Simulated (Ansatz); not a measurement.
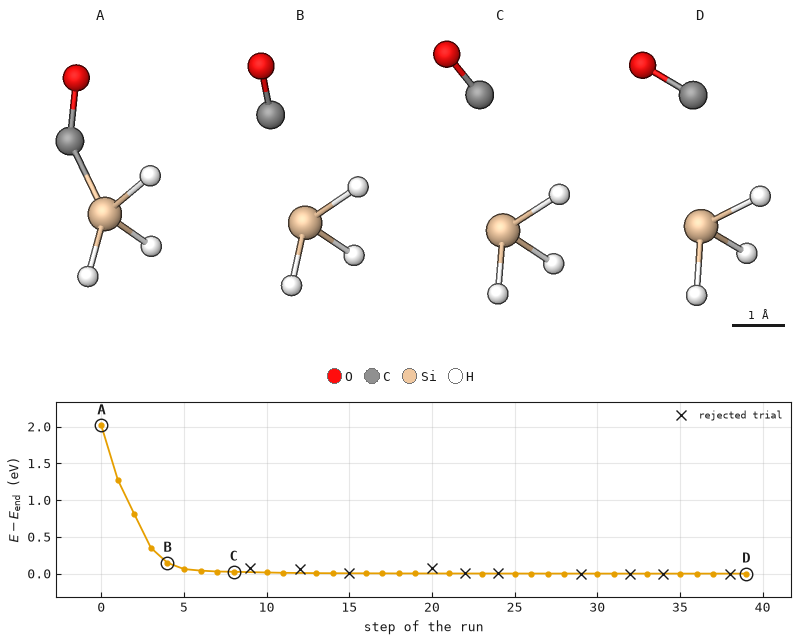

Frames of a relaxation of CH₃OSi (charge −1), marked on the history of the run. The picture is a ball-and-stick view, seen from a free direction.

The run prepares an end point of a later path (torsion) calculation, from a guessed geometry.

These are results of Ansatz 0.2.0, RKS B3LYP-D4/6-31G*, not measurements.

Input file:
```yaml
crystal:
  periodic: [false, false, false]
  atoms:
    - { symbol: O, position_ang: [1.10328, -1.8567, 1.06455] }
    - { symbol: C, position_ang: [0.73284, -1.19207, 0.08465] }
    - { symbol: Si, position_ang: [-0.23847, 0.39025, -0.04239] }
    - { symbol: H, position_ang: [-0.58935, 0.60387, 1.39558] }
    - { symbol: H, position_ang: [-1.47838, -0.11015, -0.71339] }
    - { symbol: H, position_ang: [-0.24316, 1.8284, -0.52593] }
total_charge: -1
basis:
  gaussian: { orbitals: "6-31G*" }
hamiltonian:
  xc: b3lyp
  dispersion: d4
relax:
  f_tol: 0.015
  max_steps: 40
```

Launched with:
```bash
ansatz run input.yaml --threads 1 --pin off --max-ram 2048MiB --backend cpu --events-out ev --progress --plain --runs-dir out
```

### What happens along the run?

The relaxation stopped without meeting its thresholds, so the last structure isn't shown to be converged. It used up its limit of 40 steps. After 29 accepted moves (39 points after the start) the energy has fallen by 2.016 eV. The largest force component goes from 5 to 0.024 eV/Å. The line search rejected the trial steps at points 9, 12, 15, 20, 22, 24, 29, 32 and more of the run. The atom that moves furthest after the best rigid fit is C2 (1.01 Å). Largest moves by element: C 1.01 Å, O 0.84 Å, H 0.46 Å, Si 0.34 Å. Near-neighbour distances that change, for instance: C2–Si3 1.861 → 2.911 Å, O1–C2 1.241 → 1.155 Å, Si3–H4 1.495 → 1.539 Å, Si3–H6 1.517 → 1.550 Å. Bonds break: C2–Si3 (1.86 → 2.91 Å). Among the angles between lasting bonds that change: H4–Si3–H5 106.5° → 95.7°, H4–Si3–H6 99.8° → 95.8°. From step 0 to 4: C2 moves most (0.70 Å), energy −1.869 eV. From step 4 to 8: O and C atoms move most (0.41 Å), energy −0.122 eV. From step 8 to 39: C2 moves most (0.43 Å), energy −0.025 eV.

Limits of the set-up: the basis has no diffuse functions, which an anion needs.
